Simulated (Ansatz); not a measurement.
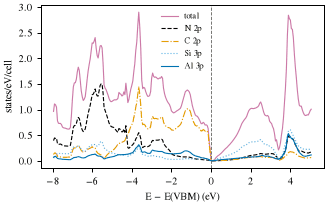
Fig. 1. Total and projected density of states of AlSiCN in space group R3m (No. 160; Al on 3a, N on 3a, Si on 3a, C on 3a), DFT-PBE in the program Ansatz with PAW potentials

**Question.** Which orbitals carry the states next to the gap?

**Answer.** Top 1 eV of the valence band: C 2p 79 %, Al 3p 9 %. Bottom 1 eV of the conduction band: Si 3p 38 %, N 2s 17 %, Al 3p 13 %, Si 3s 7 %, C 2p 5 %, outside the projected shells 11 %. Projections are on Löwdin-orthogonalised atomic valence shells; empty p or d shells of many metals are not among them.

**Question.** Where is the tallest occupied peak in this window, and what makes it?

**Answer.** Near -3.6 eV, about 2.9 states/eV per cell; the largest projected share is C 2p.

The start of the workflow was typed in or built on a structure type; neither database checked (COD, Materials Project) lists it. Its standing as an ambient phase is unchecked. Symmetry was held in the PBE relaxation; its stability against distortions is not shown here.

Potentials: the later of the program's two PAW sets.
